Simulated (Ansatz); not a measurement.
**Run report: CH4AlNO2, molecular dynamics (part 3 of 3)**

CH4AlNO2; RKS PBE/def2-SVP (Ansatz 0.2.0). It belongs to a series of runs on one base structure; here: dynamics from the highest image of the converged band.

Geometry of the input (Å):
```
N  -0.2688  0.8437  0.9184
C  -0.2094  -1.6872  0.3831
O  -0.3506  -2.8590  0.4699
Al -0.3376  0.0635  -0.8750
O  0.8359  0.9032  -1.8574
H  0.6234  1.1836  1.2988
H  -1.0078  1.4698  1.2563
H  -0.1667  -0.5514  1.1565
H  0.9700  0.5878  -2.7676
```

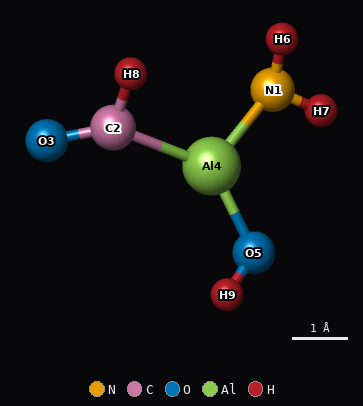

The geometry at step 109 of the log (ball-and-stick view, seen at a tilt; atoms are numbered from 1 in the order of the input).

**Trajectory as extended XYZ, continued**
```
9
Properties=species:S:1:pos:R:3:forces:R:3 step=18 time_fs=9.0 energy=-13264.63382 temperature=159.4
N    -0.2807    0.8476    0.9129   -0.2207   0.6087  -0.3441
C    -0.2361   -1.6741    0.4131   -0.0002  -0.6462  -0.7854
O    -0.3453   -2.8585    0.4524   -0.0265   0.0387   0.2155
Al   -0.3249    0.0547   -0.8593    0.7776   0.7183   0.6537
O     0.8424    0.9157   -1.8850   -0.6814  -0.4808   0.0706
H     0.6055    1.1893    1.3029    0.1192  -0.0470  -0.0551
H    -0.9967    1.4820    1.2739   -0.1472   0.1710  -0.1131
H    -0.1381   -0.7495    1.1811    0.0744  -0.4163   0.2808
H     0.9045    0.5886   -2.8027    0.1047   0.0537   0.0770
9
Properties=species:S:1:pos:R:3:forces:R:3 step=27 time_fs=13.5 energy=-13264.74412 temperature=281.5
N    -0.2901    0.8611    0.9062   -0.5593   0.7964  -0.6484
C    -0.2475   -1.6651    0.4124   -0.1191  -2.3574  -1.1938
O    -0.3444   -2.8688    0.4473   -0.0431   0.8695  -0.0710
Al   -0.3118    0.0566   -0.8462    1.0928   0.9102   1.4607
O     0.8353    0.9149   -1.8965   -0.8638  -0.5813   0.0929
H     0.6175    1.1732    1.2833   -0.1729   0.0562  -0.0666
H    -1.0159    1.5076    1.2444    0.2690   0.1277  -0.1468
H    -0.1122   -0.9397    1.2568    0.2417   0.1675   0.6264
H     0.8971    0.5970   -2.8150    0.1546   0.0111  -0.0534
9
Properties=species:S:1:pos:R:3:forces:R:3 step=36 time_fs=18.0 energy=-13264.89420 temperature=447.2
N    -0.3066    0.8847    0.8901   -0.5366   0.3874  -0.9428
C    -0.2593   -1.6871    0.3972    0.5880   0.2805   0.8505
O    -0.3443   -2.8719    0.4409   -0.4113  -1.3173  -0.6881
Al   -0.2911    0.0649   -0.8227    0.9937   0.7182   1.7924
O     0.8180    0.9071   -1.9071   -0.7279  -0.6036  -0.1835
H     0.6082    1.1686    1.2546    0.0478   0.1542   0.0575
H    -1.0001    1.5682    1.1913    0.0069   0.3872  -0.0191
H    -0.0501   -1.1216    1.4042   -0.0511  -0.0393  -1.0262
H     0.9184    0.6089   -2.8324    0.0904   0.0328   0.1593
9
Properties=species:S:1:pos:R:3:forces:R:3 step=45 time_fs=22.5 energy=-13265.04681 temperature=615.8
N    -0.3307    0.9154    0.8626   -0.4698   1.0149  -0.1481
C    -0.2625   -1.7081    0.3917    0.7461   0.6898   0.4128
O    -0.3492   -2.8898    0.4262   -0.6783  -2.2479  -1.1257
Al   -0.2632    0.0783   -0.7868    0.7136   0.2236   1.3400
O     0.7919    0.8924   -1.9190   -0.5366  -0.3741   0.0161
H     0.5963    1.1879    1.2310   -0.1636  -0.0371  -0.0569
H    -0.9688    1.6841    1.1263    0.2348  -0.1334  -0.2425
H     0.0107   -1.2862    1.4027    0.1024   0.9653  -0.1260
H     0.9569    0.6208   -2.8356    0.0515  -0.1011  -0.0696
9
Properties=species:S:1:pos:R:3:forces:R:3 step=55 time_fs=27.5 energy=-13265.29918 temperature=894.5
N    -0.3645    0.9644    0.8291   -0.2152   1.0155   0.4394
C    -0.2525   -1.7236    0.3922    0.7151  -1.1759  -0.0673
O    -0.3637   -2.9360    0.3949   -0.4207   0.6882  -0.7180
Al   -0.2263    0.0945   -0.7361    0.3907  -0.6451   0.3883
O     0.7553    0.8706   -1.9326   -0.1625  -0.3152  -0.5282
H     0.5639    1.2035    1.2012    0.1443  -0.1080   0.1508
H    -0.9061    1.8117    1.0082   -0.2267   0.1555  -0.1641
H     0.1011   -1.2758    1.3720   -0.0479   0.4021   0.0277
H     1.0112    0.6149   -2.8427   -0.1770  -0.0170   0.4714
9
Properties=species:S:1:pos:R:3:forces:R:3 step=64 time_fs=32.0 energy=-13265.36537 temperature=968.1
N    -0.3982    1.0245    0.8053   -0.0757   1.4831   0.9490
C    -0.2313   -1.7537    0.3912    0.7607  -0.6897  -0.1197
O    -0.3821   -2.9718    0.3575   -0.0133   1.9849  -0.0170
Al   -0.1900    0.1046   -0.6872    0.1801  -1.3198  -0.4689
O     0.7191    0.8477   -1.9478   -0.3345   0.0327   0.4126
H     0.5450    1.1977    1.1990   -0.2712   0.0027   0.2026
H    -0.8771    1.9377    0.8674    0.1258  -0.2708  -0.1064
H     0.1727   -1.1858    1.3544   -0.4472  -0.9285  -0.4225
H     1.0400    0.5906   -2.8137    0.0754  -0.2946  -0.4298
9
Properties=species:S:1:pos:R:3:forces:R:3 step=73 time_fs=36.5 energy=-13265.46537 temperature=1078.7
N    -0.4331    1.1027    0.7934   -0.0482   0.4027   0.5113
C    -0.1988   -1.7938    0.3862    0.1658   0.6093  -1.4855
O    -0.4012   -2.9864    0.3193   -0.0038   0.5891   0.1130
Al   -0.1523    0.1054   -0.6413    0.0095  -1.4886  -0.7353
O     0.6800    0.8243   -1.9615    0.1837  -0.1430  -0.5525
H     0.4884    1.1960    1.2409   -0.1015   0.2764   0.4208
H    -0.8355    2.0363    0.7075    0.0367   0.2392   0.0633
H     0.1751   -1.2442    1.2912    0.1073  -0.4875   1.1362
H     1.0643    0.5249   -2.8112   -0.3495   0.0023   0.5287
9
Properties=species:S:1:pos:R:3:forces:R:3 step=82 time_fs=41.0 energy=-13265.69114 temperature=1327.7
N    -0.4685    1.1887    0.7886    0.1081   0.3445  -0.0833
C    -0.1619   -1.8239    0.3623    0.4324   1.6198   0.3758
O    -0.4205   -2.9934    0.2816   -0.2224  -0.4953  -0.5656
Al   -0.1144    0.0958   -0.6002    0.0830  -0.9438  -0.1289
O     0.6413    0.8001   -1.9782   -0.3364   0.1528   0.5252
H     0.3985    1.2423    1.3540   -0.4427   0.2513   0.1555
H    -0.7767    2.1520    0.5617    0.2869  -0.3353   0.2315
H     0.1820   -1.4070    1.3939   -0.0426  -0.2330  -0.0143
H     1.0473    0.4412   -2.7669    0.1335  -0.3610  -0.4959
9
Properties=species:S:1:pos:R:3:forces:R:3 step=91 time_fs=45.5 energy=-13265.73008 temperature=1371.2
N    -0.5023    1.2775    0.7827    0.4136  -0.6944  -0.6428
C    -0.1193   -1.8327    0.3438    0.0598  -0.2604   2.2170
O    -0.4420   -3.0038    0.2371    0.0364   0.6813  -1.1928
Al   -0.0760    0.0796   -0.5599    0.0783  -0.0527   0.6058
O     0.6007    0.7761   -1.9925    0.1791  -0.5387  -0.4132
H     0.2350    1.3334    1.5025   -0.3119   0.0045   0.0717
H    -0.6745    2.2309    0.4518    0.0051   0.1750   0.0357
H     0.1874   -1.6011    1.5010   -0.0346   0.4450  -1.2192
H     1.0233    0.3151   -2.7530   -0.4257   0.2404   0.5377
9
Properties=species:S:1:pos:R:3:forces:R:3 step=100 time_fs=50.0 energy=-13265.78816 temperature=1435.2
N    -0.5302    1.3589    0.7680    0.7460  -0.5850  -0.9428
C    -0.0765   -1.8443    0.3560   -0.9274  -1.4562   0.2436
O    -0.4631   -3.0067    0.1787    0.3393   1.3564  -1.1021
Al   -0.0371    0.0630   -0.5157   -0.0525   0.7952   0.7431
O     0.5601    0.7474   -2.0079   -0.4502  -0.0707   0.8508
H     0.0032    1.4276    1.6568   -0.4175  -0.1411  -0.3793
H    -0.5640    2.3141    0.3600    0.0041  -0.3870   0.2506
H     0.1961   -1.7145    1.4264    0.6029   0.8370   0.8378
H     0.9499    0.2028   -2.6953    0.1553  -0.3485  -0.5017
9
Properties=species:S:1:pos:R:3:forces:R:3 step=109 time_fs=54.5 energy=-13265.91516 temperature=1575.0
N    -0.5481    1.4300    0.7407    0.8080  -1.5973  -0.8612
C    -0.0469   -1.8763    0.3759   -0.5849  -0.2429   0.3379
O    -0.4801   -2.9937    0.1077    0.5109   1.1536  -0.2605
Al    0.0014    0.0519   -0.4662   -0.3757   1.2485   0.6202
O     0.5162    0.7152   -2.0168    0.0648  -1.0062   0.1782
H    -0.3010    1.4970    1.7444   -0.2082  -0.1242  -0.5195
H    -0.4539    2.3514    0.3062   -0.0182   0.2196   0.0770
H     0.3019   -1.6908    1.4565    0.1252  -0.1837   0.0284
H     0.8726    0.0678   -2.6737   -0.3219   0.5325   0.3994
9
Properties=species:S:1:pos:R:3:forces:R:3 step=118 time_fs=59.0 energy=-13265.86041 temperature=1515.5
N    -0.5547    1.4811    0.7009    0.8201  -1.3559  -0.8914
C    -0.0263   -1.9114    0.4001    0.3511   1.5700   0.8348
O    -0.4913   -2.9676    0.0332    0.3439   0.2353   0.2597
Al    0.0371    0.0498   -0.4124   -0.7191   1.4301   0.2540
O     0.4715    0.6737   -2.0202   -0.3536  -0.1899   1.3732
H    -0.6469    1.5434    1.7311    0.0814  -0.0518  -0.6612
H    -0.3498    2.4033    0.2799   -0.1606  -0.2216   0.3456
H     0.4328   -1.6973    1.5099   -0.5607  -1.0551  -0.9516
H     0.7613   -0.0128   -2.6270    0.1975  -0.3611  -0.5631
9
Properties=species:S:1:pos:R:3:forces:R:3 step=127 time_fs=63.5 energy=-13265.99073 temperature=1659.1
N    -0.5505    1.5124    0.6499    0.4524  -1.4024  -0.2553
C    -0.0025   -1.9249    0.4343   -0.4238   0.7938  -1.3435
O    -0.4981   -2.9372   -0.0387    0.3432   0.5193   0.3386
Al    0.0676    0.0577   -0.3568   -0.8996   1.2452  -0.1614
O     0.4241    0.6263   -2.0105    0.1180  -1.1890   0.5703
H    -0.9741    1.5774    1.5933    0.3750  -0.1040  -0.5800
H    -0.2728    2.4344    0.3065   -0.1293   0.1573   0.0349
H     0.4808   -1.8860    1.4282    0.2930  -0.6367   1.0484
H     0.6618   -0.1048   -2.6329   -0.1288   0.6164   0.3481
9
Properties=species:S:1:pos:R:3:forces:R:3 step=136 time_fs=68.0 energy=-13266.02029 temperature=1691.3
N    -0.5395    1.5259    0.5945    0.1813  -0.3184   0.1190
C     0.0174   -1.9266    0.4536    0.1753  -1.1848   0.0408
O    -0.5007   -2.8998   -0.1066    0.3391   1.4484   0.2046
Al    0.0919    0.0743   -0.3024   -0.7877   0.5446  -0.6005
O     0.3769    0.5679   -1.9908   -0.0672  -0.2203   1.4847
H    -1.2367    1.5912    1.3505    0.4170  -0.1690  -0.1505
H    -0.2238    2.4748    0.3468   -0.1741  -0.2576  -0.0699
H     0.5508   -2.1904    1.4658   -0.3118   0.5922  -0.5106
H     0.5565   -0.1337   -2.6208    0.2282  -0.4350  -0.5177
9
Properties=species:S:1:pos:R:3:forces:R:3 step=145 time_fs=72.5 energy=-13265.83547 temperature=1487.6
N    -0.5271    1.5340    0.5416   -0.6164   0.2569   0.9527
C     0.0388   -1.9450    0.4702    0.5831  -1.3970   0.4492
O    -0.4994   -2.8461   -0.1722    0.0041   1.1526  -0.0974
Al    0.1106    0.0946   -0.2523   -0.3957  -0.7259  -1.1126
O     0.3300    0.5030   -1.9570    0.2744  -1.0679   0.1901
H    -1.4125    1.5746    1.0727    0.5292  -0.0871  -0.0030
H    -0.2027    2.4851    0.3710    0.0116   0.1092  -0.1893
H     0.5800   -2.3904    1.4502   -0.4218   1.2730  -0.7468
H     0.4784   -0.1847   -2.6496    0.0314   0.4861   0.5570
9
Properties=species:S:1:pos:R:3:forces:R:3 step=155 time_fs=77.5 energy=-13265.67870 temperature=1314.9
N    -0.5215    1.5484    0.4976   -0.5916   1.1752   1.2181
C     0.0701   -1.9844    0.4899   -0.5234   1.6144  -2.0758
O    -0.4983   -2.7715   -0.2465   -0.2664  -0.0040  -0.1933
Al    0.1282    0.1106   -0.2060    0.0772  -1.9346  -1.2266
O     0.2809    0.4200   -1.9126    0.1443   0.0451   0.6648
H    -1.5099    1.5420    0.7700    0.1398   0.1995   0.2478
H    -0.1853    2.5058    0.3613   -0.1548  -0.1067  -0.0669
H     0.5638   -2.3882    1.3524    0.9212  -0.4629   1.8522
H     0.4141   -0.2011   -2.6283    0.2538  -0.5261  -0.4202
9
Properties=species:S:1:pos:R:3:forces:R:3 step=164 time_fs=82.0 energy=-13265.57855 temperature=1203.8
N    -0.5260    1.5758    0.4755   -0.8558   0.6249   1.2442
C     0.0956   -2.0006    0.4845    0.6312   1.2059   0.1824
O    -0.4998   -2.7029   -0.3149    0.3326  -0.1240   0.7307
Al    0.1443    0.1111   -0.1732    0.0639  -1.9615  -0.6772
O     0.2393    0.3422   -1.8684    0.3984  -0.5935  -0.9668
H    -1.5552    1.5489    0.5447    0.2888   0.3052   0.1995
H    -0.1913    2.5240    0.3341   -0.0335   0.2155  -0.0798
H     0.6468   -2.4056    1.4802   -0.8619   0.0908  -1.2284
H     0.3942   -0.2632   -2.6247    0.0362   0.2367   0.5954
9
Properties=species:S:1:pos:R:3:forces:R:3 step=173 time_fs=86.5 energy=-13265.59943 temperature=1226.1
N    -0.5407    1.6127    0.4703   -0.2007   0.3067   0.8552
C     0.1280   -1.9964    0.4766   -0.3528   1.2473  -0.9378
O    -0.4973   -2.6355   -0.3747    0.8426   0.1542   1.3725
Al    0.1606    0.0980   -0.1453   -0.2560  -1.0718   0.0106
O     0.2018    0.2598   -1.8321    0.2312   0.2381  -0.4442
H    -1.5601    1.6104    0.3568   -0.0872   0.1454   0.1474
H    -0.2064    2.5650    0.2935    0.0642  -0.1820  -0.0165
H     0.6053   -2.4240    1.4408   -0.4343  -0.3065  -0.6122
H     0.3930   -0.3240   -2.5645    0.1930  -0.5314  -0.3750
9
Properties=species:S:1:pos:R:3:forces:R:3 step=182 time_fs=91.0 energy=-13265.61090 temperature=1238.9
N    -0.5600    1.6529    0.4768   -0.4101  -0.4775   0.3753
C     0.1540   -1.9704    0.4514   -1.0386   1.1554  -1.5882
O    -0.4853   -2.5664   -0.4191    0.5115   0.2114   0.6073
Al    0.1751    0.0773   -0.1175   -0.6453   0.0767   0.3336
O     0.1680    0.1776   -1.8046    0.5199  -0.3508  -1.4432
H    -1.5610    1.6978    0.2015    0.3314  -0.1319   0.2047
H    -0.2040    2.5850    0.2485    0.3484  -0.0972   0.0180
H     0.5015   -2.5173    1.3313    0.5195  -0.5536   1.0000
H     0.4134   -0.4430   -2.5203   -0.1366   0.1674   0.4924
9
Properties=species:S:1:pos:R:3:forces:R:3 step=191 time_fs=95.5 energy=-13265.47059 temperature=1084.6
N    -0.5829    1.6872    0.4891    0.5768  -0.8477   0.1809
C     0.1661   -1.9305    0.4080    0.2627  -1.2085   2.0871
O    -0.4677   -2.4952   -0.4569   -0.3194  -0.1425  -0.8004
Al    0.1849    0.0572   -0.0878   -0.9792   1.2701  -0.0732
O     0.1396    0.0936   -1.7912    0.3350   0.3693  -0.4041
H    -1.5215    1.7642    0.0786   -0.1792  -0.1777   0.0049
H    -0.1414    2.5769    0.2093    0.2425  -0.3077   0.1529
H     0.4703   -2.6618    1.3374    0.0199   1.4671  -0.9584
H     0.4241   -0.5695   -2.4262    0.0408  -0.4225  -0.1897
9
Properties=species:S:1:pos:R:3:forces:R:3 step=200 time_fs=100.0 energy=-13265.46281 temperature=1074.8
N    -0.5998    1.7095    0.5034    0.4795  -1.2208  -0.1620
C     0.1804   -1.9051    0.3918   -0.1764   0.0759   0.6010
O    -0.4533   -2.4257   -0.5031   -0.4803  -0.4730  -0.9201
Al    0.1877    0.0458   -0.0587   -1.1426   1.7750  -0.6485
O     0.1164    0.0119   -1.7849    0.6575  -0.0402  -0.5212
H    -1.4890    1.7980   -0.0324    0.3743  -0.0685   0.1877
H    -0.0348    2.5189    0.1964   -0.0447  -0.1387   0.1397
H     0.4590   -2.5811    1.2177    0.6310  -0.1842   0.9526
H     0.4263   -0.7389   -2.3349   -0.2983   0.2744   0.3708
```
